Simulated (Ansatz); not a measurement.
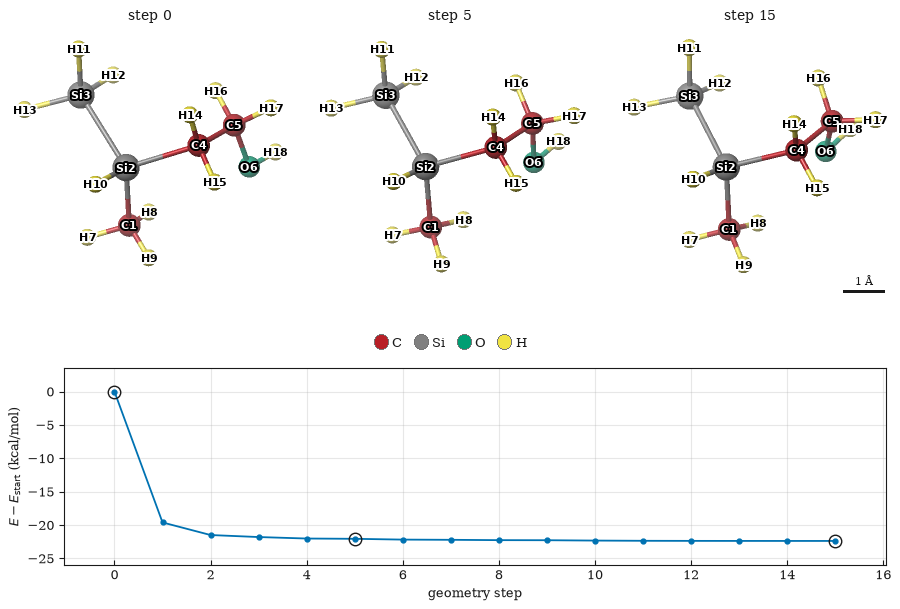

Frames of a relaxation of C$_{3}$H$_{12}$OSi$_{2}$, marked on the history of the run. A ball-and-stick model, seen face on.

The run prepares the start of a later molecular dynamics calculation, from a guessed geometry.

Method: RKS PBE-D4/STO-3G in Ansatz. Settings: no spin polarisation; force threshold 0.02 eV/Å; at most 40 steps.

### Describe the path.

Over 15 geometry steps the energy falls by 22.4 kcal/mol. Largest force component: 4.6 eV/Å at the start, 0.0075 eV/Å at the end. H18 moves most after the best rigid fit: 0.91 Å. Largest moves by element: H 0.91 Å, O 0.76 Å, Si 0.25 Å, C 0.15 Å. Among the contacts that change: C5–O6 1.394 → 1.478 Å, C1–H9 1.020 → 1.103 Å, O6–H18 0.957 → 1.038 Å, C4–C5 1.489 → 1.561 Å. Among the angles between lasting bonds that change: Si2–C4–H14 102.1° → 110.5°, Si2–C4–H15 102.8° → 109.4°, C5–O6–H18 106.9° → 100.9°. Groups turn about C4–C5 by about 20°. The run took 2.1 min on 1 thread of Arm Neoverse N1, with other jobs on the host, peak memory 0.14 GiB. From step 0 to 5: H18 moves most (0.58 Å), energy −22.1 kcal/mol. From step 5 to 15: H18 moves most (0.38 Å), energy −0.32 kcal/mol.

Limits of the set-up: STO-3G is a minimal basis, so the numbers are rough.
